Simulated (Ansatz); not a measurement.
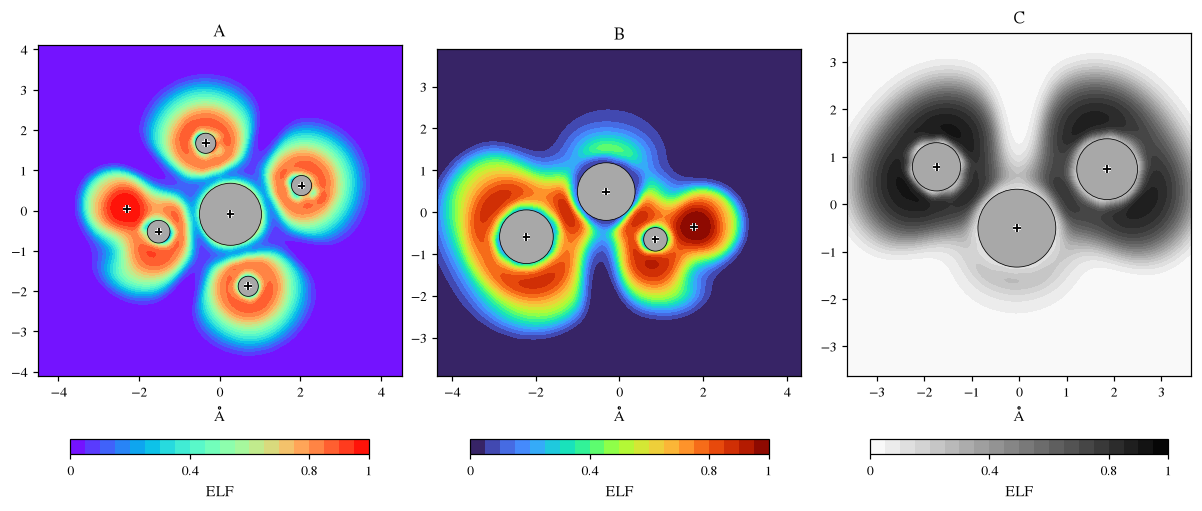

The electron localisation function of 3 systems, each on a plane through atoms (crosses mark nuclei in the plane; grey discs cover the cores).

The calculation used Ansatz 0.2.0, isolated molecule in a Gaussian basis; Kohn-Sham density functional theory, functional PBE0.

System 1: Br3HOSi, the plane of atoms Br2, Si5 and O4. Geometry: PBE0-D4/def2-SVP.

```xyz
6

Br    0.6930   -1.0736   -1.0866
Br   -0.1105    0.8542    1.8566
Br    2.2117    2.1280   -0.5947
O    -0.9177    1.6763   -1.0044
Si    0.3650    0.9569   -0.2799
H    -0.8781    1.8034   -1.9591
```

System 2: Br2Cl2Ge (SMILES [Cl][Ge]([Cl])([Br])[Br]), the plane of atoms Br2, Ge5 and Cl3. Geometry: PBE0-D4/def2-SVP.

```xyz
5

Br   -1.6751   -0.6273   -1.3865
Br    0.5965    2.1537   -0.3561
Cl   -0.6292   -0.2405    2.0365
Cl    1.6986   -1.2729   -0.3088
Ge    0.0092   -0.0131    0.0149
```

System 3: F3H3MoO3, the plane of atoms F2, Mo4 and O7. Geometry: PBE0-D4/def2-SVP; core potentials replace the inner electrons of Mo.

```xyz
10

F    -0.7241    0.8034   -1.3614
F    -0.5314    1.2961    1.1836
F     0.9199   -1.1278    1.3371
Mo    0.0793   -0.1090    0.0539
O    -1.5512   -0.7961    0.5709
O     1.5375    1.0165   -0.0136
O     0.5506   -1.3273   -1.2349
H    -2.1368   -0.3192    1.1761
H     1.5607    1.8507    0.4764
H     0.3786   -1.3386   -2.1852
```

Q: Which map belongs to which system?

A: Panel A is system 3, F3H3MoO3: the plane holds F, Mo, O and H. Mo–O (1.84 Å): the ELF peaks at about 0.85 in the valence shell of O, 0.6 Å from its nucleus, and drops to about 0.25 between the two atoms. Panel B is system 1, Br3HOSi: the plane holds Br, O, Si and H. Si–O (1.64 Å): the ELF peaks at about 0.90 between the atoms (a shared but strongly polarised pair). Panel C is system 2, Br2Cl2Ge: the plane holds Br, Cl and Ge. Ge–Cl (2.13 Å): the ELF peaks at about 0.85 in the valence shell of Cl, 0.9 Å from its nucleus, and is about 0.70 at the midpoint.
